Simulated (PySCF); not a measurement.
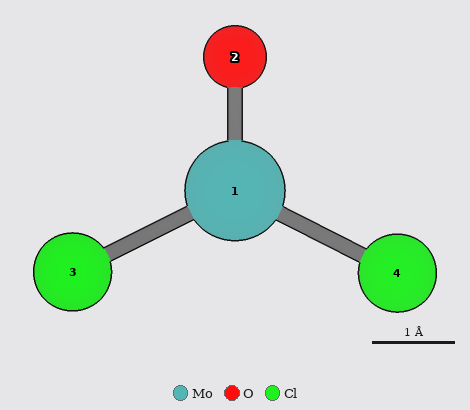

The structure as given in the input (ball-and-stick view, seen on its broad side; atoms are numbered from 1 in the order of the input). Sticks mark near contacts.

# MoOCl$_{2}$: frequency calculation

System: MoOCl$_{2}$.
Method: RKS-based PBE0, Mo def2-TZVP with ECP28, O def2-TZVP, Cl def2-TZVP; non-relativistic Hamiltonian with a scalar-relativistic core potential; density fitting (PySCF 2.14.0).

### Input
```python
from pyscf import gto, scf, dft
mol = gto.M(atom='''
Mo     0.196328    -0.137337     0.000000
O      1.540015    -1.077284     0.000002
Cl    -0.627042     0.438633    -1.986365
Cl    -0.627044     0.438636     1.986364''',
    basis={'Mo': 'def2-TZVP', 'O': 'def2-TZVP', 'Cl': 'def2-TZVP'},
    ecp={'Mo': 'def2-TZVP'},
    charge=0, spin=0)
mf = dft.RKS(mol, xc='PBE0')
mf.grids.atom_grid = (75, 302)
aux = {'Mo': 'def2-universal-JKFIT', 'O': 'def2-universal-JKFIT', 'Cl': 'def2-universal-JKFIT'}
mf = mf.density_fit(auxbasis=aux)
mf.conv_tol = 1e-09
mf.diis_space = 10
mf.max_cycle = 60
mf.verbose = 4
mf.kernel()
```

The script is an equivalent of the set-up of the self-consistent field. The run itself was carried out by a driver, which started from the orbitals of the step before it where there was one and computed the further properties.

Run on 4 threads of Arm Neoverse N1, 24 GiB of memory available, shared host.

Launched with:
```bash
OMP_NUM_THREADS=4 python axn.py task.json out
```

### What the program printed
```
init E= -1063.61304060529
  HOMO = -0.252935679794518  LUMO = -0.151958155519551  gap/eV = 2.74774
cycle= 1 E= -1063.61304060529  delta_E= -1.36e-12  |g|= 1.15e-06  |ddm|= 1.7e-06
  HOMO = -0.252935725762697  LUMO = -0.151958177962057  gap/eV = 2.74774
Extra cycle  E= -1063.61304060529  delta_E=    0  |g|= 2.77e-06  |ddm|= 2.19e-06
converged SCF energy = -1063.61304060529
```

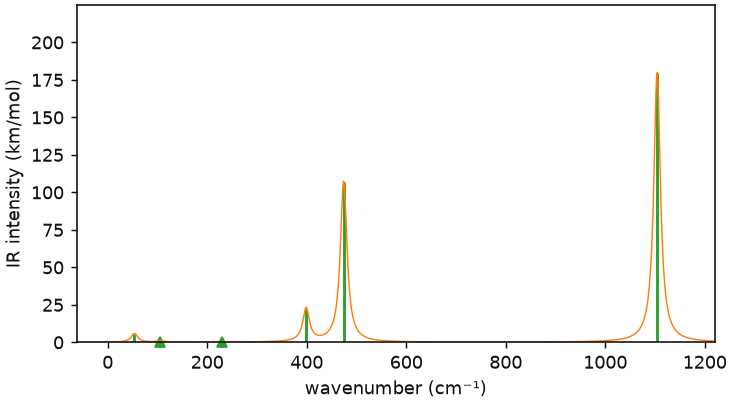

Harmonic infrared spectrum, unscaled: sticks (degenerate modes added up, dark ones marked on the axis) with a Lorentzian envelope of 16 cm⁻¹ full width, scaled to the tallest stick. 6 modes from 54 to 1104 cm⁻¹, none imaginary. The strongest line is at 1104 cm⁻¹ (180 km/mol). All modes, in cm⁻¹ (km/mol): 54 (5.9), 106 (1.0), 230 (0.0), 399 (22), 474 (107), 1104 (180).

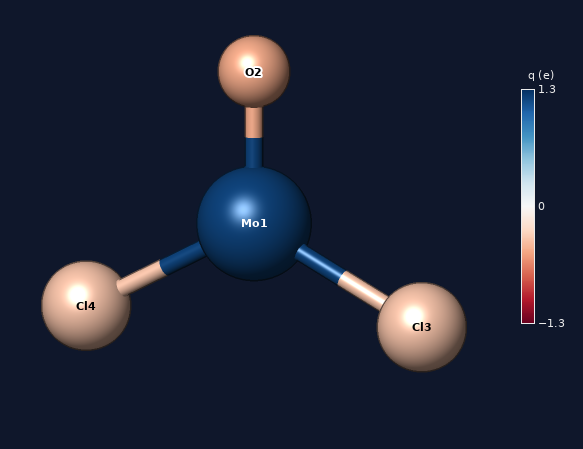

Mulliken charges, as the colour of each atom (ball-and-stick view, seen at an oblique angle; atoms are numbered from 1 in the order of the input; Mulliken charges depend strongly on the basis). By element: Mo +1.20, O −0.49 and Cl −0.36 e.

### Results in brief

```csv
quantity,value
outcome,converged
total energy,−1063.613041 hartree
HOMO,−6.88 eV
LUMO,−4.13 eV
zero-point energy,0.005392 hartree
dipole moment,0.71 D
"wavenumbers, lowest and highest",54 and 1104 cm⁻¹
wall time,97 s (CPU time 5.2 min)
peak memory,1.5 GiB
```
